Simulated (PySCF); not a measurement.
SMILES C[C](C)Cl (C3H6Cl), doublet at its CAM-B3LYP/def2-SVP optimised geometry (Å):

```
10

C      1.4558     0.2644     0.0000
C     -0.0310     0.2644     0.0000
C     -0.8478    -0.8600     0.5285
Cl    -0.7926     1.8247     0.0000
H      1.8686     0.5511     0.9878
H      1.8395    -0.7390    -0.2390
H      1.8557     0.9778    -0.7356
H     -1.8686    -0.8397     0.1193
H     -0.9398    -0.8203     1.6323
H     -0.3850    -1.8247     0.2708
```

Computed with PySCF with unrestricted CAM-B3LYP/def2-TZVP.

Map of the Laplacian of the electron density (e/bohr⁵), clipped to [-1.50, 1.50] on the plane z = 1.0 Å:

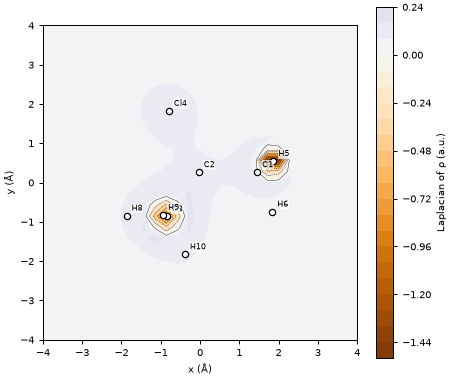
*Laplacian of the electron density (e/bohr⁵), clipped to [-1.50, 1.50] on the plane z = 1.0 Å.*
